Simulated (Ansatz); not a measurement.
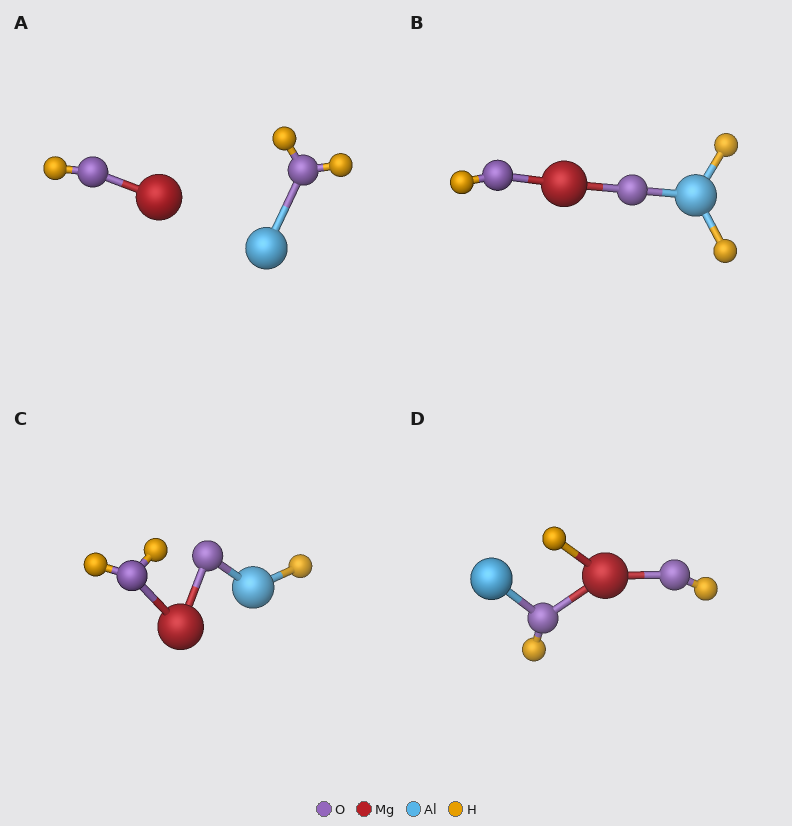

4 stationary structures of one formula. Geometries: PBE0-D4/def2-TZVP. Electronic energies: RHF-CCSD(T) (frozen core)/def2-TZVPP (Ansatz 0.2.0), without zero-point energy. No frequency run is at hand to confirm each as a minimum. Each is one conformer, not always the lowest.

Which is lowest in energy, and by how much?

B is lowest; D lies 0.667 eV above it (Cs), C lies 2.126 eV above it (C1), A lies 3.355 eV above it.
